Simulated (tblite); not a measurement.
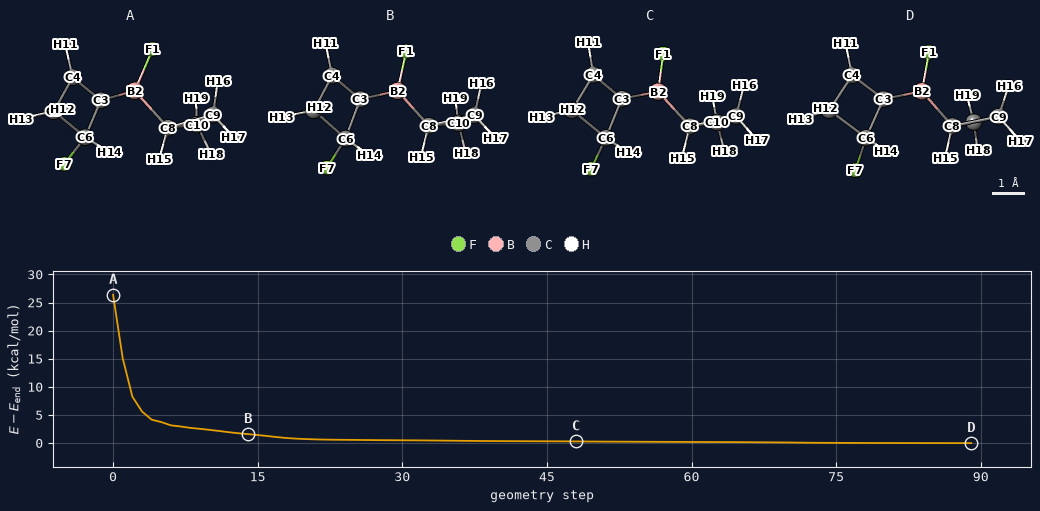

Frames of a relaxation of C$_{7}$H$_{9}$BF$_{2}$, marked on the history of the run. Style: ball-and-stick. Shown at a tilt.

These are results of GFN2-xTB geometry optimisation, gas phase in tblite, not measurements. 

Describe the path.

The atom that moves furthest after the best rigid fit is H12 (0.57 Å). By element the largest moves are H 0.57 Å, B 0.45 Å, F 0.43 Å, C 0.24 Å. Among the contacts that change: F1–B2 1.460 → 1.334 Å, B2–C8 1.611 → 1.549 Å, C5–C6 1.496 → 1.547 Å, C10–H18 1.118 → 1.079 Å. Among the angles between lasting bonds that change: C3–B2–C8 114.7° → 124.1°, F7–C6–H14 114.6° → 106.7°, C9–C10–H18 112.5° → 119.1°. The energy falls by 26.4 kcal/mol in 89 geometry steps. From step 0 to 14: F1 moves most (0.32 Å), energy −24.8 kcal/mol. From step 14 to 48: H12 moves most (0.23 Å), energy −1.30 kcal/mol. From step 48 to 89: F1 moves most (0.37 Å), energy −0.30 kcal/mol.
